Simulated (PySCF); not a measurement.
**C$_{4}$H$_{12}$OSi$_{2}$: a changed input and its effect**

System: C$_{4}$H$_{12}$OSi$_{2}$.
Method of run 1: GIAO PBE0/pcSseg-1 NMR shielding, non-relativistic, gas phase (PySCF 2.14.0).

The geometry comes from this level: GFN2-xTB. Text and figures count atoms from 1; the logs count them from 0 in places.

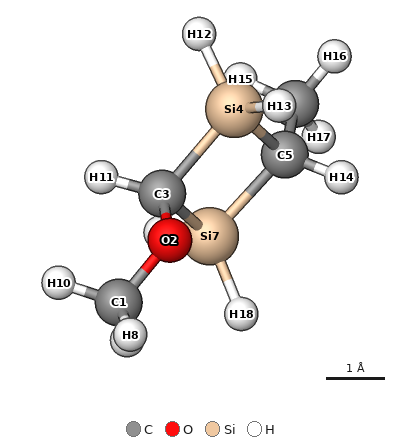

**Figure 1.** The structure (ball-and-stick view, seen at a tilt; atoms are numbered from 1 in the order of the input).

## Input, run 1
```
{"job": {"kind": "nmr", "xc": "PBE0", "basis": "pcSseg-1"}, "charge": 0, "multiplicity": 1}
C      3.083490    -0.239652     0.585416
O      2.022379     0.659405     0.449964
C      0.756396     0.086940     0.783151
Si    -0.639058     1.406566     0.580939
C     -1.336828     0.316926    -0.851728
C     -2.794243    -0.119986    -0.745940
Si    -0.001112    -1.047838    -0.592351
H      3.988931     0.287907     0.288191
H      2.943620    -1.122158    -0.053450
H      3.184535    -0.580407     1.625425
H      0.831469    -0.368365     1.780904
H     -1.535684     1.489445     1.738308
H     -0.154383     2.730968     0.208003
H     -1.210568     0.811339    -1.818324
H     -2.979680    -0.618414     0.202828
H     -3.461756     0.738074    -0.811942
H     -3.052014    -0.812599    -1.546424
H      0.863410    -1.287941    -1.748376
H     -0.518706    -2.320957    -0.082054
```

The first line tells a small driver script what to run in PySCF; the rest is the geometry in Å.

Command:
```bash
OMP_NUM_THREADS=1 python <driver script> task.json out
```

Hardware: 1 CPU thread, shared host.

## Output (run 1)
```
coarse grid: 16120 points
cycle   1  E = -813.1073592268  dE =  5.555e-01  |g| = 6.174e-01  |ddm| = 3.811e+00
cycle   2  E = -813.0095029744  dE =  9.786e-02  |g| = 9.222e-01  |ddm| = 1.529e+00
cycle   3  E = -813.1905471427  dE = -1.810e-01  |g| = 8.459e-02  |ddm| = 1.030e+00
cycle   4  E = -813.1914817535  dE = -9.346e-04  |g| = 4.266e-02  |ddm| = 8.360e-02
cycle   5  E = -813.1918895182  dE = -4.078e-04  |g| = 8.753e-03  |ddm| = 4.260e-02
cycle   6  E = -813.1919057165  dE = -1.620e-05  |g| = 3.159e-03  |ddm| = 1.107e-02
cycle   7  E = -813.1919081386  dE = -2.422e-06  |g| = 2.712e-04  |ddm| = 2.824e-03
final grid: 144360 points
cycle   8  E = -813.2437436774  dE = -2.686e-05  |g| = 1.130e-02  |ddm| = 2.334e-02
cycle   9  E = -813.2437172343  dE =  2.644e-05  |g| = 1.623e-02  |ddm| = 1.937e-02
cycle  10  E = -813.2437696424  dE = -5.241e-05  |g| = 1.380e-03  |ddm| = 1.182e-02
cycle  11  E = -813.2437700549  dE = -4.125e-07  |g| = 2.291e-04  |ddm| = 1.470e-03
cycle  12  E = -813.2437700651  dE = -1.022e-08  |g| = 7.739e-05  |ddm| = 2.865e-04
cycle  13  E = -813.2437700663  dE = -1.274e-09  |g| = 2.797e-05  |ddm| = 8.910e-05
cycle  14  E = -813.2437700665  dE = -1.805e-10  |g| = 4.574e-06  |ddm| = 3.065e-05
converged SCF energy = -813.2437700665

GIAO shielding tensors (ppm)
atom      isotropic    diamagn.    paramagn.     s11        s22        s33       span
  0 C      123.010     244.522    -121.512     89.119     97.045    182.865     93.746
  1 O      328.051     396.478     -68.428    302.223    323.372    358.556     56.333
  2 C      115.202     256.141    -140.939     72.074    100.719    172.813    100.739
  3 Si     369.053     881.862    -512.809    336.967    347.427    422.764     85.797
  4 C      179.590     258.559     -78.969    158.854    188.065    191.851     32.997
  5 C      169.470     242.070     -72.600    157.724    166.044    184.641     26.917
  6 Si     379.546     882.633    -503.088    338.988    367.222    432.427     93.439
  7 H       27.908      28.114      -0.206     23.755     25.199     34.770     11.015
  8 H       28.686      30.060      -1.374     25.076     27.488     33.494      8.418
  9 H       28.718      28.799      -0.081     25.109     26.222     34.822      9.713
 10 H       27.932      33.338      -5.407     24.675     27.759     31.361      6.686
 11 H       27.024      30.457      -3.434     24.025     25.490     31.556      7.531
 12 H       26.822      30.388      -3.565     23.818     25.025     31.623      7.805
 13 H       30.153      32.992      -2.839     25.741     29.560     35.157      9.416
 14 H       30.445      29.212       1.233     26.331     29.354     35.650      9.319
 15 H       30.347      27.605       2.742     25.247     27.938     37.856     12.609
 16 H       30.333      27.887       2.446     25.255     28.002     37.742     12.487
 17 H       26.807      31.171      -4.364     23.166     25.792     31.464      8.298
 18 H       27.142      31.088      -3.945     23.858     25.844     31.725      7.867
```

For run 2 the input was changed thus:
```diff
-"xc": "PBE0"
-"basis": "pcSseg-1"
+"xc": "BP86"
+"basis": "6-311G**"
+"pop": true
```

How does run 2 compare with run 1?

The total energies belong to different models, so their difference says nothing on which is more stable or more accurate. The HOMO goes from −6.70 to −5.38 eV. The LUMO goes from −0.19 to −1.12 eV. The dipole moment goes from 0.88 to 0.74 D. Of all shieldings, the largest change is that of O2, by −14.8 ppm. The functional changes from PBE0 to BP86. The SCF takes 15 iterations against 14. The basis functions go from 193 to 214.

## Output (run 2)
```
coarse grid: 16120 points
cycle   1  E = -813.7713037023  dE =  4.568e-01  |g| = 8.393e-01  |ddm| = 3.312e+00
cycle   2  E = -813.1477702095  dE =  6.235e-01  |g| = 1.813e+00  |ddm| = 3.200e+00
cycle   3  E = -813.9174258940  dE = -7.697e-01  |g| = 2.623e-01  |ddm| = 2.753e+00
cycle   4  E = -813.9279215433  dE = -1.050e-02  |g| = 1.369e-01  |ddm| = 3.105e-01
cycle   5  E = -813.9318744948  dE = -3.953e-03  |g| = 3.578e-02  |ddm| = 1.335e-01
cycle   6  E = -813.9321786899  dE = -3.042e-04  |g| = 1.560e-02  |ddm| = 4.354e-02
cycle   7  E = -813.9322374373  dE = -5.875e-05  |g| = 1.381e-03  |ddm| = 1.243e-02
cycle   8  E = -813.9322377848  dE = -3.475e-07  |g| = 6.963e-04  |ddm| = 2.102e-03
final grid: 144360 points
cycle   9  E = -813.9380868178  dE = -4.938e-05  |g| = 9.528e-03  |ddm| = 2.956e-02
cycle  10  E = -813.9380390284  dE =  4.779e-05  |g| = 1.826e-02  |ddm| = 1.723e-02
cycle  11  E = -813.9381019596  dE = -6.293e-05  |g| = 1.998e-03  |ddm| = 1.309e-02
cycle  12  E = -813.9381028251  dE = -8.655e-07  |g| = 5.677e-04  |ddm| = 2.352e-03
cycle  13  E = -813.9381028482  dE = -2.311e-08  |g| = 1.693e-04  |ddm| = 6.864e-04
cycle  14  E = -813.9381028554  dE = -7.241e-09  |g| = 5.457e-05  |ddm| = 2.116e-04
cycle  15  E = -813.9381028561  dE = -7.299e-10  |g| = 8.294e-06  |ddm| = 5.395e-05
converged SCF energy = -813.9381028561

GIAO shielding tensors (ppm)
atom      isotropic    diamagn.    paramagn.     s11        s22        s33       span
  0 C      121.034     244.612    -123.578     86.236     93.884    182.981     96.746
  1 O      313.244     389.214     -75.969    284.156    309.627    345.949     61.793
  2 C      110.528     253.214    -142.686     66.526     96.356    168.701    102.174
  3 Si     354.441     881.563    -527.122    317.936    331.065    414.321     96.385
  4 C      174.550     253.569     -79.019    152.111    184.784    186.756     34.644
  5 C      167.665     240.674     -73.009    154.580    163.888    184.526     29.946
  6 Si     366.377     882.249    -515.871    320.648    353.819    424.666    104.018
  7 H       28.136      28.738      -0.602     24.263     25.542     34.602     10.339
  8 H       28.779      30.159      -1.380     25.361     27.596     33.379      8.019
  9 H       28.898      29.258      -0.360     25.274     26.690     34.731      9.457
 10 H       27.922      32.780      -4.859     24.809     27.717     31.239      6.430
 11 H       26.997      30.783      -3.786     24.217     25.630     31.144      6.927
 12 H       26.799      30.804      -4.005     23.995     25.142     31.259      7.263
 13 H       30.135      32.347      -2.212     26.159     30.007     34.239      8.080
 14 H       30.645      29.033       1.613     27.003     29.649     35.285      8.282
 15 H       30.641      28.232       2.409     25.915     28.377     37.631     11.716
 16 H       30.619      28.330       2.289     25.922     28.427     37.508     11.586
 17 H       26.783      31.418      -4.635     23.232     25.947     31.172      7.940
 18 H       27.038      31.280      -4.242     23.929     25.893     31.293      7.365
```

## The two runs side by side

| quantity | run 1 | run 2 |
| --- | --- | --- |
| outcome | converged | converged |
| total energy (hartree) | −813.243770 | −813.938103 |
| HOMO (eV) | −6.70 | −5.38 |
| LUMO (eV) | −0.19 | −1.12 |
| dipole moment (D) | 0.88 | 0.74 |
| shielding of C1 (ppm) | 123.0 | 121.0 |
| shielding of O2 (ppm) | 328.1 | 313.2 |
| shielding of C3 (ppm) | 115.2 | 110.5 |
| shielding of Si4 (ppm) | 369.1 | 354.4 |
| shielding of C5 (ppm) | 179.6 | 174.6 |
| shielding of C6 (ppm) | 169.5 | 167.7 |
| shielding of Si7 (ppm) | 379.5 | 366.4 |
| SCF iterations | 14 | 15 |
| basis functions | 193 | 214 |
| wall time (shared host) | 39 s | 51 s |
